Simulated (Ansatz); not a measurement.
Breaking a bond: SMILES N[SiH3]. The Si1–N5 bond (Si1 also carries H, H, H; N5 carries H, H) is stretched with both fragments frozen at the PBE0/def2-TZVP optimised geometry.

Levels: RKS-PBE = restricted PBE/cc-pVTZ in Ansatz (an electronic-structure program); RKS-B3LYP = restricted B3LYP/cc-pVTZ run with Ansatz; UKS-PBE = unrestricted PBE/cc-pVTZ (Ansatz); UKS-B3LYP = unrestricted B3LYP/cc-pVTZ in Ansatz; UCCSD(T) = Ansatz with CCSD(T) on UHF/cc-pVTZ, frozen core.

Cost and agreement with UCCSD(T) over the 21 points of the scan, with UCCSD(T) as yardstick. Costs are rough ratios of core time within Ansatz on shared cores, each with its mean field (Kohn-Sham runs search longer for lower solutions than correlated ones do); the miss is the largest difference from UCCSD(T) of the curve after the mean shift, in kcal/mol.

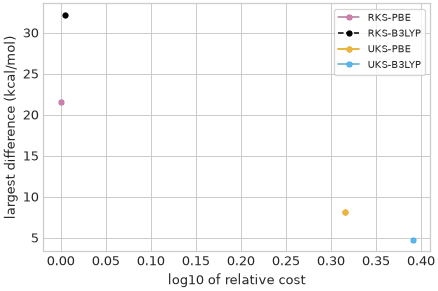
*Miss against cost, one point a level.*

```csv
level,relative cost,largest difference
RKS-PBE,1,21.5
RKS-B3LYP,1,32.2
UKS-PBE,2,8.2
UKS-B3LYP,2,4.7
```

Costs within a factor of two of each other count as equal.

The restricted form behind RKS-PBE, RKS-B3LYP keeps the bonding electrons paired and can't separate into open-shell fragments. The unrestricted determinant behind UKS-PBE, UKS-B3LYP is spin-contaminated at 2.87 to 6.09 Å (<S²> up to 1.0, against 0.00 for a pure singlet). The unrestricted determinant behind UCCSD(T) is spin-contaminated at 2.64 to 6.09 Å (<S²> up to 1.0, against 0.00 for a pure singlet).
